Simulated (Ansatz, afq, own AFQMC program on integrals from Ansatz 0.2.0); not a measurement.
# AlH2+ (triplet): quantum Monte Carlo beside coupled cluster at distance Al1–H2 = 1.396 Å, cc-pVDZ, part 2 of 2

Ansatz 0.2.0, Gaussian basis, and an in-house AFQMC program (afq) on its integrals; all values are calculated; cc-pVDZ, frozen cores. The steps go on from the part before.

### Step 10. B2PLYP (unrestricted)

in.yaml reads:

```yaml
crystal:
  periodic: [false, false, false]
  atoms:
    - {symbol: Al, position_ang: [0.000000, 0.005923, -0.092426]}
    - {symbol: H, position_ang: [0.000000, 0.735110, 1.097995]}
    - {symbol: H, position_ang: [0.000000, -0.893656, 1.376165]}
basis:
  gaussian: {orbitals: cc-pVDZ}
total_charge: 1
magnetization: {spin_polarized: true, initial_magnetization: 2}
hamiltonian: {xc: {name: B2PLYP}}
correlation: {electrons: outside_noble_gas}
```

Launch:

```sh
$ ansatz run in.yaml --threads 1 --pin off --events-out ev --progress --plain --max-ram 5632MiB --backend cpu
```

What it wrote:

```text
Functional definition: B2PLYP
  name "B2PLYP"
  cite "Grimme, J. Chem. Phys. 124, 034108 (2006) doi:10.1063/1.2148954"
  cite "Becke, Phys. Rev. A 38, 3098 (1988) doi:10.1103/PhysRevA.38.3098"
  cite "Lee, Yang & Parr, Phys. Rev. B 37, 785 (1988) doi:10.1103/PhysRevB.37.785"
  parameter a = 0.53
  parameter c = 0.27
  exchange = (1 - a)*b88_x + a*exact_x
  correlation = (1 - c)*lyp_c + c*(mp2_os + mp2_ss)
269 factors; integrals over basis functions are off by at most 1.1e-3 eV
mean field evaluation 1: about -6612.7470 eV, gradient 6.8e0 eV
mean field evaluation 2: about -6612.7478 eV, gradient 6.8e0 eV
mean field evaluation 4: about -6613.2665 eV, gradient 4.3e-1 eV
mean field evaluation 8: about -6613.2704 eV, gradient 1.4e-2 eV
mean field evaluation 16: about -6613.2704 eV, gradient 4.5e-6 eV
mean field -6613.27043154 eV, -243.0332057236 hartree, gradient 4.5e-6 eV, S^2 2.010031; 0 other end points of the search recorded, 0 dependent functions left out
5 core orbitals not correlated: weight in the atoms' cores, before any rotation towards them, 1.000 or more for the frozen orbitals, at most 0.000 for the correlated occupied ones
reference -6613.27055126 eV, -243.0332101229 hartree; 3, 1 occupied and 20, 22 virtual orbitals, 269 factors
second order -1.24724052 eV of doubles, -0.00000000 eV of singles
Total energy: -6613.60730620 eV, -243.0455856387 hartree
```

It took 0.43 s on 1 thread of AMD EPYC 7R13 (Zen 3), shared host; peak memory 0.73 GiB.

From the report: ⟨S²⟩ of the determinant 2.010 (pure triplet: 2.00).

### Step 11. Full CI (quintet)

in.yaml: that of step 10 with these lines changed.

```diff
@@ -9,4 +9,3 @@
 total_charge: 1
-magnetization: {spin_polarized: true, initial_magnetization: 2}
-hamiltonian: {xc: {name: B2PLYP}}
-correlation: {electrons: outside_noble_gas}
+magnetization: {spin_polarized: false, initial_magnetization: 4}
+correlation: {method: fci, electrons: outside_noble_gas}
```

Launch:

```sh
$ ansatz run in.yaml --threads 1 --pin off --events-out ev --progress --plain --max-ram 16896MiB --backend cuda --devices 0, --max-vram 18GiB
```

What it wrote:

```text
Functional definition: HF
  name "HF"
  cite "Fock, Z. Phys. 61, 126 (1930) doi:10.1007/BF01340294"
  parent pbe
  exchange = exact_x
  correlation = 0
520 factors; integrals over basis functions are off by at most 1.5e-7 eV
mean field evaluation 1: about -6595.8471 eV, gradient 8.8e0 eV
mean field evaluation 2: about -6595.8543 eV, gradient 8.8e0 eV
mean field evaluation 4: about -6596.8832 eV, gradient 4.6e-1 eV
mean field evaluation 8: about -6596.8869 eV, gradient 3.9e-4 eV
mean field -6596.88686526 eV, -242.4311207676 hartree, gradient 1.4e-6 eV, S^2 6.000000; 0 other end points of the search recorded, 0 dependent functions left out
mean field evaluation 16: about -6596.8876 eV, gradient 7.8e-2 eV
5 core orbitals not correlated: weight in the atoms' cores, before any rotation towards them, 1.000 or more for the frozen orbitals, at most 0.000 for the correlated occupied ones
reference -6596.88686526 eV, -242.4311207676 hartree; 4, 0 occupied and 19, 23 virtual orbitals, 520 factors
state -6597.23097434 eV, -242.4437665431 hartree
Total energy: -6597.23097434 eV, -242.4437665431 hartree
```

Run time: 1.2 s. Hardware: 1 × NVIDIA H100 80GB HBM3 with 1 thread of AMD EPYC 7R13 (Zen 3), shared host; peak host memory 0.8 GiB.

From the report: 4,420 determinants, symmetry A''.

### Step 12. CCSDT(Q) on UHF

in.yaml: that of step 11 with these lines changed.

```diff
@@ -9,3 +9,3 @@
 total_charge: 1
-magnetization: {spin_polarized: false, initial_magnetization: 4}
-correlation: {method: fci, electrons: outside_noble_gas}
+magnetization: {spin_polarized: true, initial_magnetization: 2}
+correlation: {method: ccsdt_q, electrons: outside_noble_gas}
```

Same command.

What it wrote:

```text
Functional definition: HF
  name "HF"
  cite "Fock, Z. Phys. 61, 126 (1930) doi:10.1007/BF01340294"
  parent pbe
  exchange = exact_x
  correlation = 0
518 factors; integrals over basis functions are off by at most 1.5e-7 eV
mean field evaluation 1: about -6602.6965 eV, gradient 6.5e0 eV
mean field evaluation 2: about -6602.6996 eV, gradient 6.5e0 eV
mean field evaluation 4: about -6603.2795 eV, gradient 6.9e-1 eV
mean field evaluation 8: about -6603.2954 eV, gradient 9.9e-3 eV
mean field evaluation 16: about -6603.2954 eV, gradient 8.7e-6 eV
mean field -6603.29541728 eV, -242.6666307108 hartree, gradient 8.7e-6 eV, S^2 2.017181; 0 other end points of the search recorded, 0 dependent functions left out
5 core orbitals not correlated: weight in the atoms' cores, before any rotation towards them, 1.000 or more for the frozen orbitals, at most 0.000 for the correlated occupied ones
reference -6603.29541728 eV, -242.6666307108 hartree; 3, 1 occupied and 20, 22 virtual orbitals, 518 factors
second order -0.95317449 eV of doubles, -0.00000000 eV of singles
cycle   1  -1.20040151 eV  change   -2.5e-1 eV  update   4.8e-2
cycle   2  -1.36487044 eV  change   -1.6e-1 eV  update   2.5e-2
cycle   3  -1.38440798 eV  change   -2.0e-2 eV  update   9.6e-3
cycle   4  -1.38816688 eV  change   -3.8e-3 eV  update   3.3e-3
cycle   5  -1.38764877 eV  change    5.2e-4 eV  update   1.4e-3
cycle   6  -1.38799168 eV  change   -3.4e-4 eV  update   5.1e-4
cycle   7  -1.38827330 eV  change   -2.8e-4 eV  update   1.5e-4
cycle   8  -1.38815567 eV  change    1.2e-4 eV  update   4.7e-5
cycle   9  -1.38816771 eV  change   -1.2e-5 eV  update   1.5e-5
cycle  10  -1.38817543 eV  change   -7.7e-6 eV  update   4.8e-6
cycle  11  -1.38817673 eV  change   -1.3e-6 eV  update   1.8e-6
cycle  12  -1.38817595 eV  change    7.8e-7 eV  update   6.4e-7
cycle  13  -1.38817618 eV  change   -2.2e-7 eV  update   2.2e-7
perturbative correction -0.00015904 eV, -0.0000058448 hartree
Total energy: -6604.68375250 eV, -242.7176510891 hartree
```

It took 1.7 s on 1 × NVIDIA H100 80GB HBM3 with 1 thread of AMD EPYC 7R13 (Zen 3), shared host; peak host memory 0.87 GiB.

From the report: ⟨S²⟩ of the determinant 2.017 (pure triplet: 2.00); correlation -1.3883 eV; T1 0.023; largest double amplitude 0.08.

### Step 13. Phaseless AFQMC, CISD trial on UHF

It reads the integrals that the CCSD(T) run on this determinant wrote.

Launch:

```sh
$ afq ham --method phaseless --trial cisd --walkers 4000 --populations 20 --least-time 60 --time-step 0.005 --steps-per-block 50 --equilibration-blocks 28 --max-blocks 4000 --target-error 0.00012 --factor-cut 1e-05 --start spin_pure --seed 4688 --release-times 0.24,0.51,0.99,1.62,2.4 --release-step 0.03 --release-every 3 --taylor-order 6
```

What it wrote:

```text
orbitals 23  electrons 3 1  factors 161 of 269
reference energy -242.66662912 Eh
CCSD correlation -0.04983677 Eh in 11 cycles, weight of the determinant in the CISD state 0.9553
energy of the start -242.716426 Eh
 block  time / (1/Eh)  mean weight  energy / Eh
     1     0.250  0.9999  -242.716485
     2     0.500  0.9999  -242.716605
     3     0.750  1.0000  -242.716755
     4     1.000  1.0000  -242.716923
     5     1.250  1.0000  -242.717049
     6     1.500  1.0001  -242.717139
     7     1.750  1.0000  -242.717199
     8     2.000  1.0001  -242.717269
     9     2.250  0.9999  -242.717332
    10     2.500  1.0000  -242.717345
    11     2.750  0.9998  -242.717374
    12     3.000  1.0000  -242.717395
    13     3.250  1.0000  -242.717439
    14     3.500  1.0001  -242.717457
    15     3.750  0.9999  -242.717488
    16     4.000  1.0000  -242.717453
    17     4.250  0.9999  -242.717474
    18     4.500  1.0000  -242.717472
    19     4.750  0.9999  -242.717521
    20     5.000  1.0000  -242.717568
    21     5.250  1.0000  -242.717495
    22     5.500  0.9999  -242.717541
    23     5.750  0.9999  -242.717507
    24     6.000  1.0002  -242.717480
    25     6.250  1.0000  -242.717482
    26     6.500  1.0000  -242.717457
    27     6.750  0.9999  -242.717474
    28     7.000  1.0001  -242.717502
    29     7.250  1.0000  -242.717447
    30     7.500  0.9999  -242.717509
    31     7.750  1.0001  -242.717590
    32     8.000  0.9999  -242.717578
    33     8.250  0.9999  -242.717558
    34     8.500  0.9999  -242.717598
    35     8.750  1.0002  -242.717611
    36     9.000  0.9999  -242.717486
    37     9.250  0.9999  -242.717516
    38     9.500  0.9999  -242.717624
    39     9.750  1.0000  -242.717586
    40    10.000  1.0001  -242.717670
    41    10.250  1.0001  -242.717603
    42    10.500  1.0000  -242.717596
    43    10.750  1.0001  -242.717587
    44    11.000  1.0000  -242.717658
    45    11.250  0.9999  -242.717552
    46    11.500  1.0000  -242.717527
    47    11.750  1.0002  -242.717589
    48    12.000  0.9999  -242.717596
    49    12.250  0.9998  -242.717496
    50    12.500  1.0000  -242.717561
    51    12.750  0.9997  -242.717600
    52    13.000  1.0001  -242.717573
    53    13.250  1.0000  -242.717643
    54    13.500  0.9997  -242.717609
    55    13.750  1.0000  -242.717506
    56    14.000  0.9999  -242.717491
    57    14.250  1.0001  -242.717494
    58    14.500  0.9998  -242.717470
    59    14.750  0.9999  -242.717436
    60    15.000  0.9998  -242.717395
    61    15.250  1.0000  -242.717414
    62    15.500  1.0000  -242.717470
    63    15.750  1.0000  -242.717492
    64    16.000  1.0000  -242.717475
    65    16.250  1.0000  -242.717467
    66    16.500  1.0001  -242.717517
    67    16.750  1.0002  -242.717494
    68    17.000  1.0001  -242.717487
    69    17.250  0.9998  -242.717531
    70    17.500  1.0000  -242.717489
    71    17.750  1.0001  -242.717472
    72    18.000  1.0000  -242.717547
    73    18.250  0.9999  -242.717569
    74    18.500  1.0001  -242.717514
    75    18.750  0.9998  -242.717508
    76    19.000  0.9998  -242.717579
    77    19.250  1.0000  -242.717493
    78    19.500  1.0000  -242.717488
error from the spread of 20 populations
released: time / (1/Eh)  energy / Eh  error  mean overlap
  0.24  -242.717580  0.000016  0.9972
  0.51  -242.717595  0.000014  0.9961
  0.99  -242.717633  0.000027  0.9958
  1.62  -242.717612  0.000010  0.9959
  2.40  -242.717625  0.000008  0.9961
energy -242.717535 +/- 0.000015 Eh
```

It took 24 s on 1 × NVIDIA H100 80GB HBM3 with 2 threads of AMD EPYC 7R13 (Zen 3), shared host; peak host memory 1.6 GiB.

Energy -6604.6806 ± 0.0004 eV. Caveats: constraint bias not in the error.

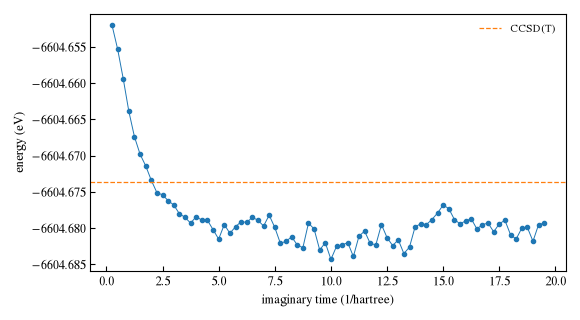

Block energies along the walk.

### Step 14. All levels side by side

The full CI on restricted orbitals is not used as the yardstick for these unrestricted rows.

On the UHF determinant, counted from CCSDT(Q) (a yardstick, not exact):

| level | energy (eV) | from CCSDT(Q) (kcal/mol) | statistical error (kcal/mol) | time |
| --- | --- | --- | --- | --- |
| HF | -6603.2954 | +32.02 |  |  |
| MP2 | -6604.2485 | +10.04 |  |  |
| CCSD | -6604.6515 | +0.74 |  |  |
| CCSD(T) | -6604.6737 | +0.23 |  |  |
| CCSDT(Q) | -6604.6838 | 0.00 |  |  |
| Phaseless AFQMC, CISD trial, step 0.005, 4000 walkers | -6604.6806 | +0.07 | 0.01 | 24 s |

The functionals' totals stand on their own zeros and serve differences with other points: PBE -6613.029 eV; r2SCAN -6616.223 eV; PBE0 -6613.746 eV; B3LYP -6617.551 eV; wB97M-V -6616.116 eV; B2PLYP -6613.607 eV.

### Step 15. Outcome

This closing draws on all 2 parts.

```
                                        quantity                  value
                    CCSD(T) on UHF from CCSDT(Q)         +0.23 kcal/mol
Phaseless AFQMC, CISD trial on UHF from CCSDT(Q)  +0.07 ± 0.01 kcal/mol
```

In words: On UHF the phaseless walk with the CISD trial lies +0.07 kcal/mol from CCSDT(Q), 8 times its error bar. Error bars are statistical and leave out the constraint, the time step and what remains of the start.
